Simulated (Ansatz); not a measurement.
CH3Cl3Ge

```xyz
8

C    -0.7217   -0.2045    0.8185
Ge    0.5373    0.1341   -0.5988
Cl    2.1755   -1.2337   -0.5273
Cl   -0.3808   -0.0613   -2.5169
Cl    1.3411    2.1083   -0.4682
H    -1.1090   -1.2176    0.7136
H    -1.5368    0.5151    0.7469
H    -0.2135   -0.0974    1.7764
```

Geometry: PBE0-D4/def2-TZVP.

Computed with RKS PBE0-D4/def2-TZVPP in Ansatz 0.2.0.

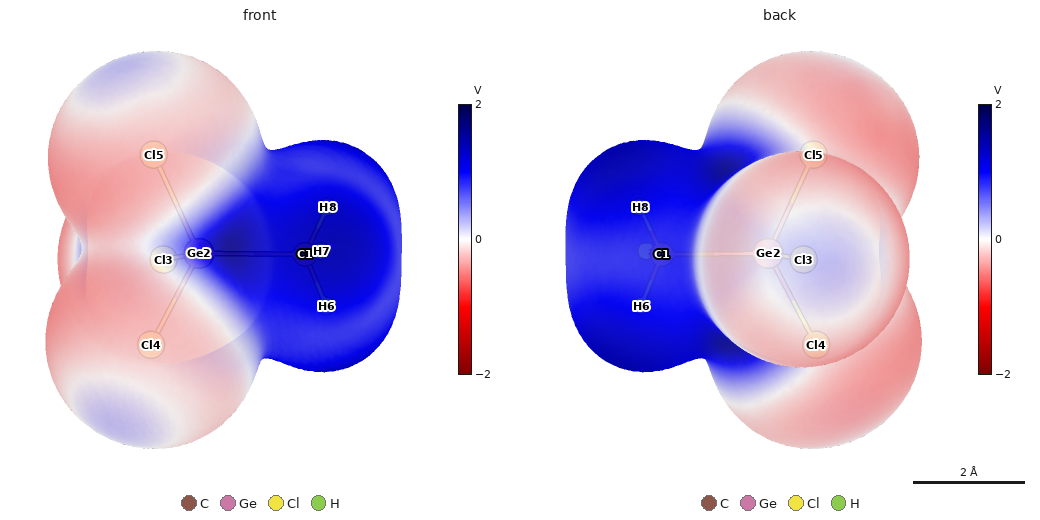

Figure 1. The electrostatic potential painted on the density surface at 0.002 e/bohr³, seen from the front and from behind; red is negative and blue positive.

Describe the electrostatic potential map.

Answer. The most negative region (about −0.4 V) lies over Cl3, Cl4 and Cl5, the most positive (about +1.5 V) over Ge2. Cl3 shows a σ-hole: about +0.2 V at the tip opposite its bond, against about −0.3 V on its flanks. Cl4 shows a σ-hole: about +0.2 V at the tip opposite its bond, against about −0.3 V on its flanks. Cl5 shows a σ-hole: about +0.2 V at the tip opposite its bond, against about −0.3 V on its flanks.

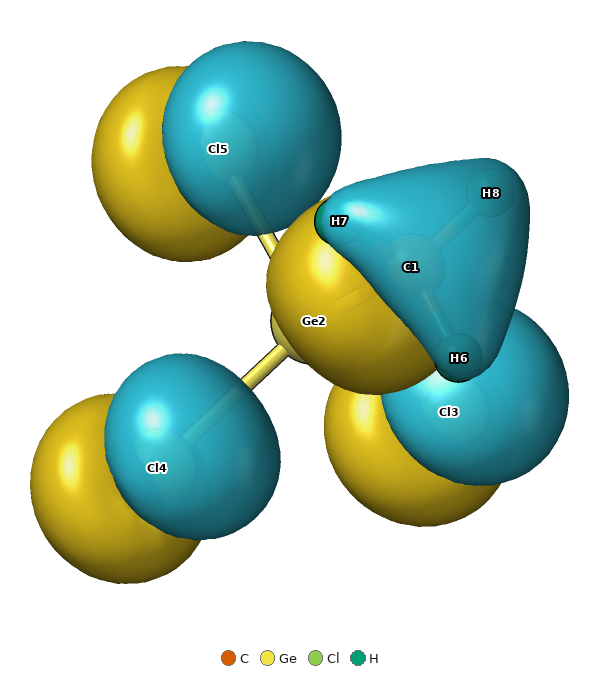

Figure 2. The HOMO−1 at ±0.1 Å⁻³ᐟ² (yellow and cyan are the two phases), seen at an oblique angle.

Describe this orbital and give its energy.

Answer. Its weight (Hirshfeld) is mainly on Cl4 (about 20 %), Cl3 (about 20 %), Cl5 (about 20 %), C1 (about 20 %) and Ge2 (about 10 %). Its energy is −9.22 eV.

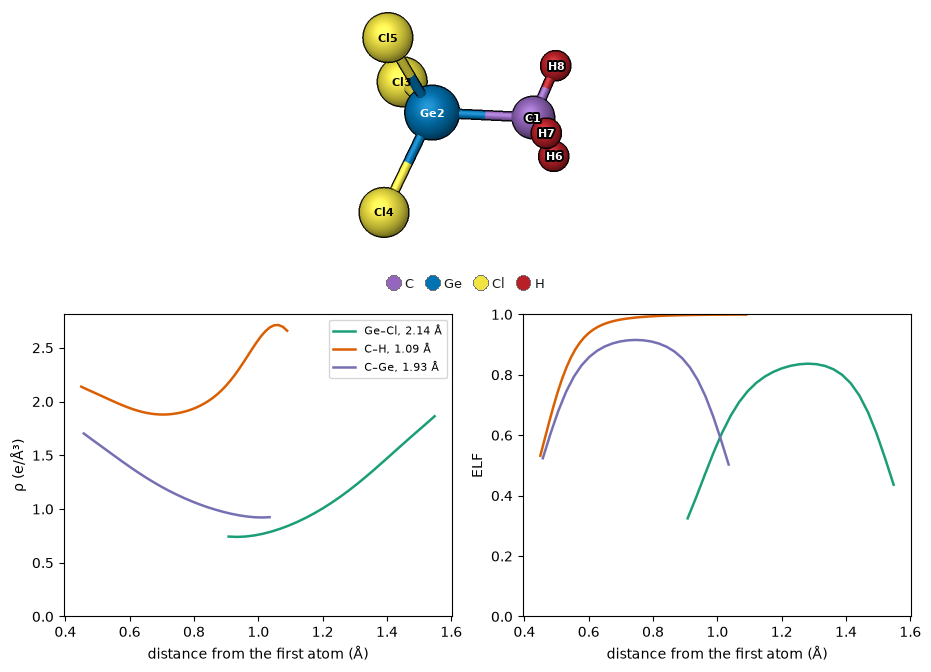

Figure 3. Total electron density and electron localisation function along straight lines between neighbouring atoms. The curves leave out the atomic cores. The structure is drawn too.

What can be read from the curves?

Answer. Ge–Cl (2.14 Å): the density is about 0.82 e/Å³ at the midpoint; the ELF peaks at about 0.85 in the valence shell of Cl, 0.9 Å from its nucleus, and is about 0.70 at the midpoint.
C–H (1.09 Å): the density is about 2 e/Å³ at the midpoint; the ELF climbs to about 1 towards the hydrogen, as it does in any bond to H (an ordinary covalent bond to hydrogen).
C–Ge (1.93 Å): ρ is about 0.93 e/Å³ halfway; the ELF peaks at about 0.90 between the atoms; a covalent bond.
